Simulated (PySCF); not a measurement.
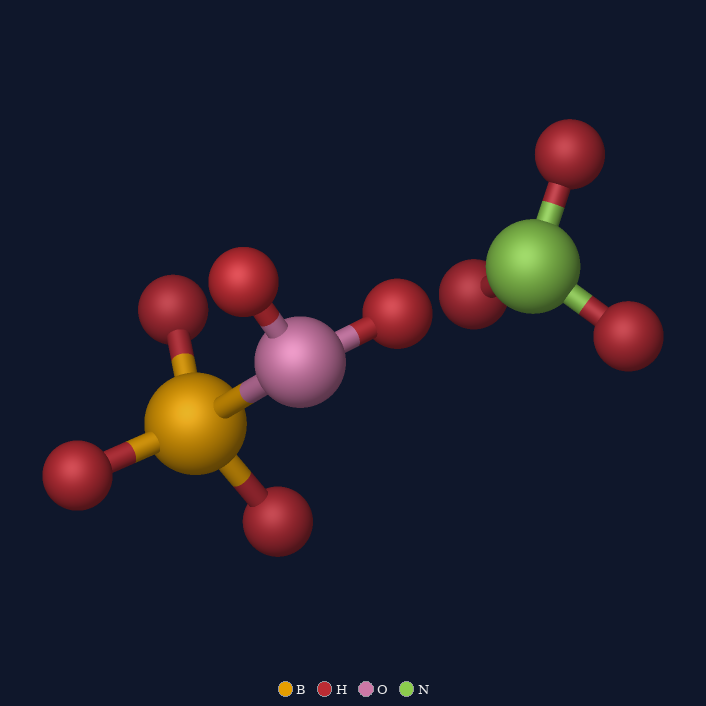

Computed geometry: PBE0-D4/def2-TZVP optimisation. No frequency run is at hand to confirm it as a minimum. Method: RHF-CCSD(T), frozen core/def2-SVP, density fitting (PySCF 2.14.0).

What does the calculation give?

The species is BH₈NO.
- T1 diagnostic: 0.008
